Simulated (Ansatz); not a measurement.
# [S2]−: UBLYP/STO-3G

Aim: the energy change on altering one bond length of [S2]− at UBLYP/STO-3G, from 2 runs. 

The calculation is run with Ansatz 0.2.0.

31 further runs of the same task are left out: 28 that didn't finish, 3 set aside as unsound or not needed.

## 1. The system as given

[S2]− has 2 atoms, charge -1, and is taken as a doublet. The coordinates come from a GFN2-xTB relaxation.

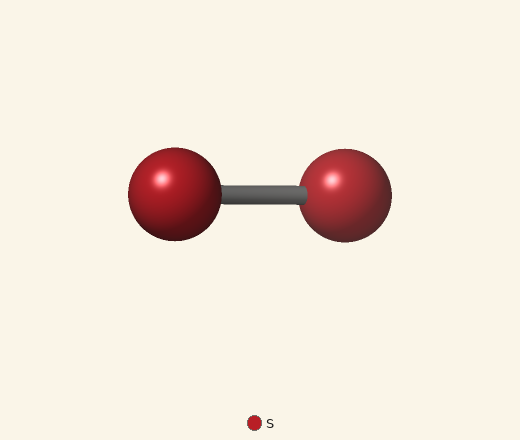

Viewed from a chosen angle; sulfur red.

## 2. A single-point energy at UBLYP/STO-3G

Contents of input.yaml:

```yaml
crystal:
  periodic: [false, false, false]
  atoms:
    - symbol: S
      position_ang: [0.678550, -0.576410, -0.430000]
    - symbol: S
      position_ang: [-0.678550, 0.576410, 0.430000]
basis:
  gaussian: {orbitals: STO-3G}
total_charge: -1
magnetization: {spin_polarized: true, initial_magnetization: 1}
hamiltonian: {xc: {name: BLYP}}
accuracy: high
```

The run is started by

```sh
$ ansatz run input.yaml --threads 1 --pin off --max-ram 2610MiB --events-out events.jsonl --progress --plain --runs-dir runs
```

The log of the run:

```text
Warning: RAYON_NUM_THREADS=1 ignored (pool sized by the plan → 1); use --threads N
Functional definition: BLYP
  name "BLYP"
  parameter beta = 0.0042
  parameter a = 0.04918
  parameter b = 0.132
  parameter c = 0.2533
  parameter d = 0.349
  exchange = b88_x(beta = beta)
  correlation = lyp_c(a = a, b = b, c = c, d = d)
297 factors; integrals over basis functions are off by at most 9.5e-9 eV
mean field evaluation 1: about -21422.8738 eV, gradient 3.2e0 eV
mean field evaluation 2: about -21422.9821 eV, gradient 9.0e-1 eV
mean field evaluation 4: about -21422.9830 eV, gradient 5.3e-2 eV
mean field evaluation 8: about -21422.9853 eV, gradient 4.6e-2 eV
mean field evaluation 16: about -21422.9853 eV, gradient 4.7e-2 eV
mean field -21422.98304013 eV, -787.2801057054 hartree, gradient 3.9e-9 eV, S^2 0.750054; 1 other end points of the search recorded, 0 dependent functions left out
reference -21422.98306987 eV, -787.2801067984 hartree; 17, 16 occupied and 1, 2 virtual orbitals, 297 factors
Total energy: -21422.98306987 eV, -787.2801067984 hartree
```

Run time: 1.5 s. Hardware: 1 thread of Arm Neoverse V1, shared host; peak memory 0.11 GiB.

## 3. The distorted shape at the same level

Contents of input.yaml:

```yaml
crystal:
  periodic: [false, false, false]
  atoms:
    - {symbol: S, position_ang: [1.017815, -0.864607, -0.644994]}
    - {symbol: S, position_ang: [-0.678550, 0.576410, 0.430000]}
basis:
  gaussian:
    orbitals: STO-3G
total_charge: -1
magnetization:
  spin_polarized: true
  initial_magnetization: 1
hamiltonian:
  xc: {name: BLYP}
accuracy: high
```

The run is started by

```sh
$ ansatz run input.yaml --threads 1 --pin off --max-ram 2610MiB --events-out events.jsonl --progress --plain --runs-dir runs
```

The log of the run, shortened:

```text
Warning: RAYON_NUM_THREADS=1 ignored (pool sized by the plan → 1); use --threads N
[... 9 set-up lines as earlier in the session ...]
287 factors; integrals over basis functions are off by at most 8.3e-9 eV
mean field evaluation 1: about -21421.8627 eV, gradient 2.0e0 eV
mean field evaluation 2: about -21421.9085 eV, gradient 8.1e-1 eV
mean field evaluation 4: about -21421.8941 eV, gradient 7.0e-2 eV
mean field evaluation 8: about -21421.8950 eV, gradient 5.7e-2 eV
mean field evaluation 16: about -21421.8951 eV, gradient 4.6e-2 eV
mean field evaluation 32: about -21421.7510 eV, gradient 1.2e0 eV
mean field -21421.89417130 eV, -787.2400905139 hartree, gradient 1.5e-8 eV, S^2 0.750028; 3 other end points of the search recorded, 0 dependent functions left out
reference -21421.89420240 eV, -787.2400916568 hartree; 17, 16 occupied and 1, 2 virtual orbitals, 287 factors
Total energy: -21421.89420240 eV, -787.2400916568 hartree
```

Wall time 1.4 s (1 thread of Arm Neoverse V1, shared host); peak memory 0.11 GiB.

## 4. Summary of results

At UBLYP/STO-3G:

| quantity | value |
| --- | --- |
| first shape: total energy | -787.28011 Eh |
| first shape: ⟨S²⟩ | 0.750 |
| distorted shape: total energy | -787.24009 Eh |
| distorted shape: ⟨S²⟩ | 0.750 |
| energy change with the S1–S2 bond stretched from 1.977 to 2.472 Å | 1.089 eV |

With the S1–S2 bond stretched from 1.977 to 2.472 Å the energy rises by 1.09 eV (25 kcal/mol). The first shape isn't relaxed at this level, so the change isn't measured from a minimum. The minimal basis adds a large error of its own.
